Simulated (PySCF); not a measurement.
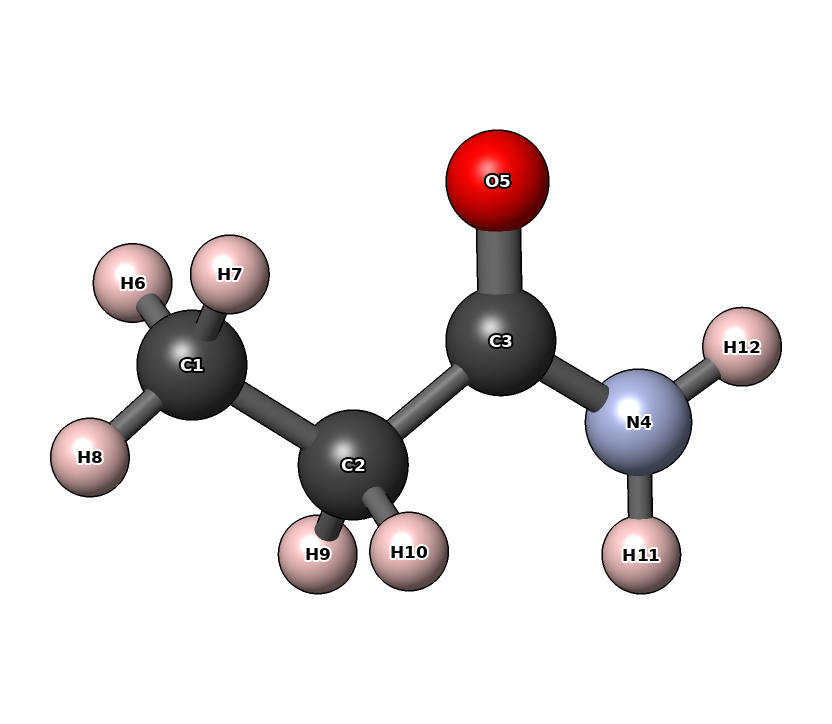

The thickness of each stick grows with its Mayer bond order. The computed structure is the end point of a PBE0-D3(BJ)/def2-SVP optimisation. No frequency run is at hand to confirm it as a minimum. Level of theory: PBE0/pcSseg-1 (PySCF 2.14.0).

Which bond has the highest Mayer bond order?

C3–O5, 1.95, at a length of 1.213 Å.

List the Mayer bond orders of C1–C2, C1–H6, C1–H7, C1–H8, C2–C3, C2–H9, C2–H10, C3–N4, C3–O5, N4–H11, N4–H12.

```csv
bond,Mayer order,length (Å)
C1–C2,1.07,1.515
C1–H6,0.97,1.100
C1–H7,0.96,1.099
C1–H8,0.96,1.100
C2–C3,0.94,1.521
C2–H9,0.94,1.104
C2–H10,0.93,1.105
C3–N4,1.20,1.361
C3–O5,1.95,1.213
N4–H11,0.94,1.009
N4–H12,0.93,1.011
```
